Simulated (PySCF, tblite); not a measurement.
# F2H3S2Si2 radical: geometry, infrared bands and EPR parameters

Aim: predict the infrared bands and EPR parameters of F2H3S2Si2 radical (`F[Si](F)(S)S[SiH2]`).

The runs use tblite 0.8.0 and PySCF 2.14.0, with density-fitted response routines of our own; the level of theory stands in each step. All values are computed, except where a source is named. Atoms count from 0, in the outputs and in this text.

## (1) The starting structure

9 atoms, charge 0, multiplicity 2; geometry from: force field or distance geometry start.

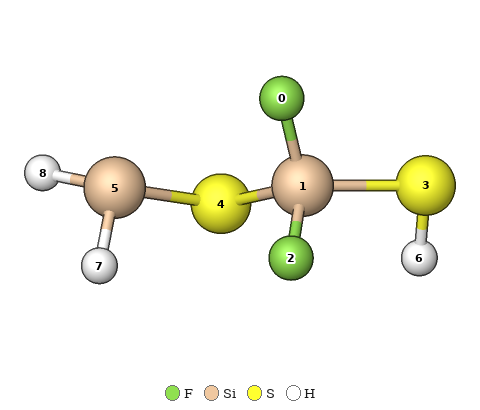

As it starts; fluorine green, silicon light orange, sulfur yellow, hydrogen white, atoms numbered.

## (2) Relaxing the molecule with GFN2-xTB

What the job is given:

```
{"job": {"kind": "relax", "xc": "GFN2-xTB", "basis": "xTB"}, "charge": 0, "multiplicity": 2}
F     -0.200200    -1.860400     1.108100
Si    -0.839000    -0.617100     0.298800
F     -1.396100     0.453700     1.344200
S     -2.413200    -1.289000    -0.957900
S      0.658800     0.269600    -0.899400
Si     1.961400     0.559900     0.755900
H     -2.596400    -0.113700    -1.558000
H      1.511400     1.765400     1.499900
H      3.327000     0.837700     0.228500
```

On the command line:

```bash
OMP_NUM_THREADS=1 python probes_run.py task.json out
```

The driver reads the jobs from task.json and runs them one after another.

**Question.** This job is followed by: GFN2-xTB harmonic vibrations, gas phase; UKS B3LYP, pcH-1 on F H S Si, non-relativistic, mean-field spin-orbit, GIAO. Predict these results of the whole session: strongest single infrared mode (GFN2-xTB); zero-point energy (GFN2-xTB); g(iso) (B3LYP); ⟨S²⟩; largest a(iso) (averaged by class); potential on the surface of density 0.002 e/bohr³, 1st and 99th percentile.

The runs gave:

```
                                                                  quantity                    value
                                 strongest single infrared mode (GFN2-xTB)    2363 cm⁻¹, 310 km/mol
                                              zero-point energy (GFN2-xTB)            20.2 kcal/mol
                                                            g(iso) (B3LYP)                  2.00537
                                                                      ⟨S²⟩       0.752 (exact 0.75)
                                        largest a(iso) (averaged by class)  29Si on Si5, -577.6 MHz
potential on the surface of density 0.002 e/bohr³, 1st and 99th percentile       -0.84 V and 1.74 V
```

In words: The optimisation took 78 steps and gained 0.191 eV; among the close pairs (by a distance rule), S4–Si5 changed most, from 2.126 to 2.175 Å. All 21 modes are real, so the xTB geometry is a minimum. The strongest single mode, at 2363 cm⁻¹, moves mainly H8. Unscaled tight-binding wavenumbers are off by several per cent, some by more. Its intensities can rank the bands wrongly. Si5 carries the largest spin population, 0.86 e. The isotropic g lies 3.1 ppt above the free-electron value. These values are for one conformer; the search (at its own cheap level) found 1 more, at 1.41 kcal/mol, and measured spectra average over such forms.
